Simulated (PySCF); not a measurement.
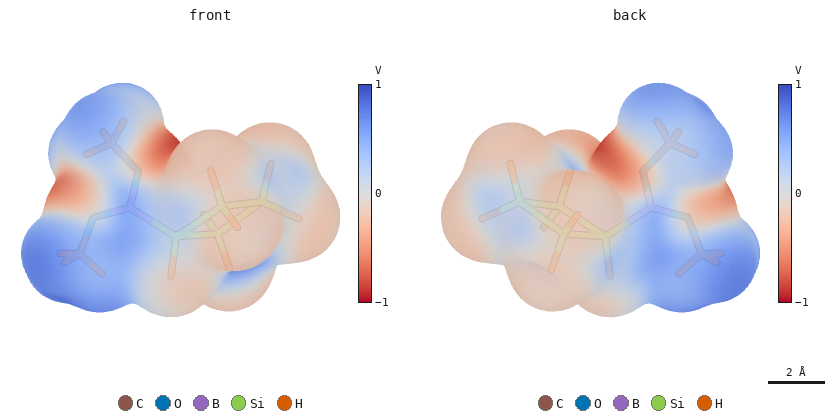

The picture shows: C₂H₁₃BO₂Si₄ (SMILES COB(OC)[SiH]1[SiH2][SiH2][SiH2]1). The molecular electrostatic potential painted on the density surface at 0.001 e/bohr³, seen from the front and from behind; red is negative and blue positive.

Geometry: GFN2-xTB.

Level of theory: PBE0/pcSseg-1, SCF density, gas phase, non-relativistic (PySCF 2.14.0).

Input

```
{"job": {"kind": "nmr", "xc": "PBE0", "basis": "pcSseg-1"}, "charge": 0, "multiplicity": 1}
C     -2.174842     2.108104    -0.500797
O     -1.078231     1.234312    -0.344860
B     -1.194534    -0.113052    -0.213107
O     -2.442323    -0.644265    -0.246449
C     -2.749659    -2.007014    -0.158448
Si     0.581791    -0.904806    -0.020769
Si     2.090314    -0.478467    -1.798489
Si     3.452402     0.792910    -0.365049
Si     2.015112     0.297484     1.427216
H     -1.821535     2.995683    -1.027271
H     -2.559375     2.396005     0.480876
H     -2.975617     1.630026    -1.067022
H     -1.859223    -2.614955     0.023697
H     -3.216303    -2.327544    -1.094001
H     -3.459562    -2.153123     0.659550
H      0.591949    -2.355210     0.310255
H      2.735624    -1.646815    -2.416323
H      1.546199     0.222437    -2.972766
H      4.854903     0.369372    -0.236496
H      3.598413     2.215385    -0.710483
H      2.633737    -0.445757     2.535572
H      1.420351     1.448674     2.123332
```

Command:

```sh
OMP_NUM_THREADS=1 python probes_run.py task.json out
```

> Where is the surface potential most negative and most positive?

The most negative region (about −0.8 V) lies over O2, the most positive (about +0.7 V) over the C, H and Si atoms.

> What dipole moment does the calculation give?

Its dipole moment is 2.72 D.
